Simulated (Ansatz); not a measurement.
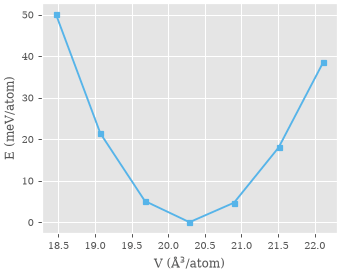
Figure. ZrS2 in space group Pca2_1 (No. 29; Zr on 4a, S on 4a, S on 4a) under volume change, DFT-PBE in the program Ansatz with PAW potentials, shape and atoms relaxed at each volume.

Problem. What does a third-order Birch–Murnaghan fit give for V₀, B₀ and B′?

Solution. V₀ = 20.29 Å³/atom, B₀ = 84.8 GPa, B′ = 3.4.

The start of the workflow was typed in or built on a structure type; neither database checked (COD, Materials Project) lists it. Whether it is the stable phase at ambient conditions was not checked. Symmetry was held in the PBE relaxation; its stability against distortions is not shown here. No spin polarisation was allowed.

Potentials: the earlier of the program's two PAW sets.
